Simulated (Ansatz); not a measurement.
# SiH3OF (SMILES O[SiH2]F): BCCD(T)/aug-cc-pVDZ

Aim: the energy change on altering one bond length of SiH3OF at BCCD(T)/aug-cc-pVDZ, from 2 runs. 

The calculation is run with Ansatz 0.2.0.

72 further runs of the same task are left out: 72 set aside as unsound or not needed.

**1. The structure to begin with**

SiH3OF: 6 atoms, total charge 0, spin state singlet. As SMILES, `O[SiH2]F`. The shape is that of a PBE0-D4/def2-TZVP optimisation. This is one conformer, not always the lowest.

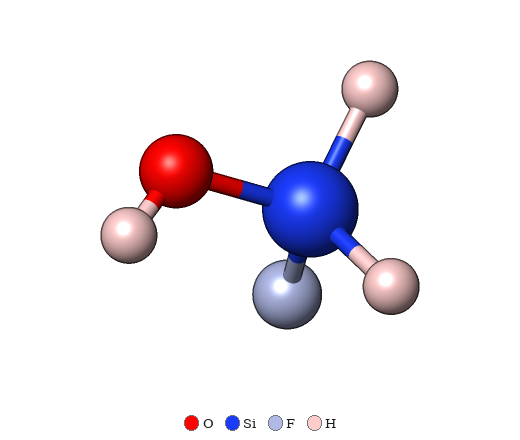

The structure, seen from a chosen angle (oxygen red, silicon blue, fluorine light blue, hydrogen pink).

**2. A single-point energy at BCCD(T)/aug-cc-pVDZ**

molecule.yaml

```yaml
crystal:
  periodic: [false, false, false]
  atoms:
    - {symbol: O, position_ang: [-0.853500, -0.209200, -0.924100]}
    - {symbol: Si, position_ang: [0.378300, -0.009300, 0.123900]}
    - {symbol: F, position_ang: [0.180800, -0.922800, 1.417800]}
    - {symbol: H, position_ang: [-1.714200, 0.150200, -0.705600]}
    - {symbol: H, position_ang: [1.595600, -0.458500, -0.575800]}
    - {symbol: H, position_ang: [0.455100, 1.385600, 0.617600]}
basis:
  gaussian: {orbitals: aug-cc-pVDZ}
magnetization: {spin_polarized: false, initial_magnetization: 0}
correlation: {method: bccd_t, frozen_orbitals: {F: 1, H: 0, O: 1, Si: 5}}
accuracy: high
scf: {omitted_lower_state_checks: [cluster_reference, increment]}
```

On the command line:

```bash
$ ansatz run molecule.yaml --threads 1 --pin off --max-ram 3480MiB --events-out events.jsonl --progress --plain --runs-dir runs
```

What it wrote (excerpt; [...] marks lines left out):

```text
Warning: RAYON_NUM_THREADS=1 ignored (pool sized by the plan → 1); use --threads N
Functional definition: HF
  name "HF"
[...]
2017 factors; integrals over basis functions are off by at most 3.4e-9 eV
[...]
mean field -12656.22831307 eV, -465.1078118056 hartree, gradient 2.0e-8 eV, S^2 0.000000; 0 other end points of the search recorded, 0 dependent functions left out
7 core orbitals not correlated: weight in the atoms' cores, before any rotation towards them, 1.000 or more for the frozen orbitals, at most 0.000 for the correlated occupied ones
reference -12656.22831307 eV, -465.1078118056 hartree; 10, 10 occupied and 83, 83 virtual orbitals, 2017 factors
second order -13.93773641 eV of doubles, -0.00000000 eV of singles
cycle   1  -14.08292423 eV  change   -1.5e-1 eV  update   9.1e-2
[...]
cycle  20  -14.47859181 eV  change  -2.4e-10 eV  update   1.8e-9
perturbative correction -0.39166685 eV, -0.0143934912 hartree
Total energy: -12671.09857173 eV, -465.6542837320 hartree
Checks for a lower state left out: cluster_reference, increment
```

Wall time 31 s (1 thread of Arm Neoverse V1, shared host); peak memory 0.94 GiB.

**3. The distorted shape**

input.yaml

```yaml
crystal:
  periodic: [false, false, false]
  atoms:
    - {symbol: O, position_ang: [-1.038240, -0.239180, -1.081274]}
    - {symbol: Si, position_ang: [0.378300, -0.009300, 0.123900]}
    - {symbol: F, position_ang: [0.180800, -0.922800, 1.417800]}
    - {symbol: H, position_ang: [-1.898940, 0.120220, -0.862774]}
    - {symbol: H, position_ang: [1.595600, -0.458500, -0.575800]}
    - {symbol: H, position_ang: [0.455100, 1.385600, 0.617600]}
basis:
  gaussian: {orbitals: aug-cc-pVDZ}
correlation: {method: bccd_t, frozen_orbitals: {F: 1, H: 0, O: 1, Si: 5}}
accuracy: high
scf: {omitted_lower_state_checks: [cluster_reference, increment]}
```

On the command line:

```bash
$ ansatz run input.yaml --threads 1 --pin off --max-ram 3480MiB --events-out events.jsonl --progress --plain --runs-dir runs
```

What it wrote (excerpt; [...] marks lines left out):

```text
Warning: RAYON_NUM_THREADS=1 ignored (pool sized by the plan → 1); use --threads N
[... 2 set-up lines as earlier in the session ...]
[...]
2012 factors; integrals over basis functions are off by at most 3.6e-9 eV
[...]
mean field -12655.65819989 eV, -465.0868605329 hartree, gradient 1.7e-8 eV, S^2 0.000000; 0 other end points of the search recorded, 0 dependent functions left out
7 core orbitals not correlated: weight in the atoms' cores, before any rotation towards them, 1.000 or more for the frozen orbitals, at most 0.000 for the correlated occupied ones
reference -12655.65819989 eV, -465.0868605329 hartree; 10, 10 occupied and 83, 83 virtual orbitals, 2012 factors
second order -14.15673319 eV of doubles, -0.00000000 eV of singles
cycle   1  -14.22879637 eV  change   -7.2e-2 eV  update   9.9e-2
[...]
cycle  21  -14.66364712 eV  change   3.8e-10 eV  update   1.1e-9
perturbative correction -0.42935813 eV, -0.0157786202 hartree
Total energy: -12670.75120514 eV, -465.6415182454 hartree
Checks for a lower state left out: cluster_reference, increment
```

Run time: 31 s. Hardware: 1 thread of Arm Neoverse V1, shared host; peak memory 0.94 GiB.

**4. Outcome**

At BCCD(T)/aug-cc-pVDZ, 7 core orbitals frozen:

| quantity | value |
| --- | --- |
| first shape: total energy | -465.65428 Eh |
| first shape: correlation energy (7 core orbitals frozen) | -546.5 mEh |
| first shape: (T) correction | -14.39 mEh |
| distorted shape: total energy | -465.64152 Eh |
| distorted shape: correlation energy (7 core orbitals frozen) | -554.7 mEh |
| distorted shape: (T) correction | -15.78 mEh |
| energy change with the O1–Si2 bond stretched from 1.630 to 1.874 Å | 0.347 eV |

In words: With the O1–Si2 bond stretched from 1.630 to 1.874 Å the energy rises by 0.35 eV (8.0 kcal/mol). The first shape isn't relaxed at this level, so the change isn't measured from a minimum. The triples (first shape) make up 2.6 % of the correlation energy. The triples (distorted shape) make up 2.8 % of the correlation energy.
